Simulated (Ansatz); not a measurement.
Take KBr in the rock salt structure (space group Fm-3m, No. 225; a = 6.705 Å) as the base.

The change: an isotropic linear strain of +3.00 %; the atoms relax in the strained cell.

Calculations: Kohn–Sham DFT with the PBE functional, run in Ansatz (a first-principles code) with PAW and 420 eV plane waves, no SOC.

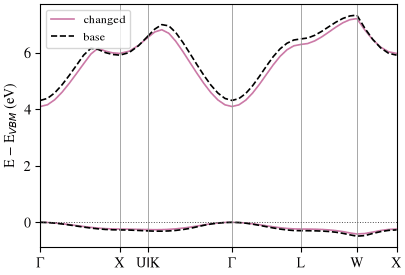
Highest valence and lowest conduction band along the path, each from its own valence-band maximum

Task: From the figure, how large is the changed gap, and is it direct?

Result: About 4.1 eV, direct at Γ.

No phonon test of stability was made.
